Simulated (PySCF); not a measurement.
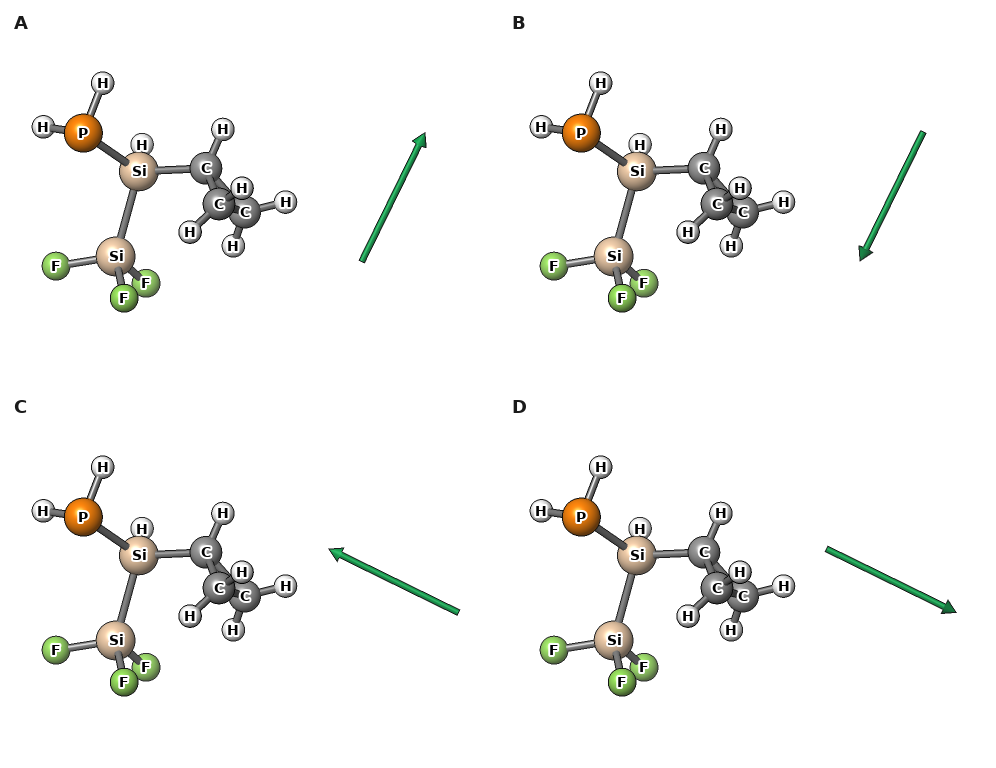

The same molecule four times, each with an arrow. The computed structure is the end point of a GFN2-xTB optimisation. No frequency run is at hand to confirm it as a minimum. Properties computed with PBE0/pcSseg-1, gas phase (PySCF 2.14.0).

Which arrow points along the dipole moment, from the negative to the positive end?

Answer. A. The dipole moment is 3.82 D.

The geometry is semi-empirical. Around P, Si such bond lengths and angles can be off by a tenth of an ångström or more and by several degrees, and values that hang on the shape move with them.
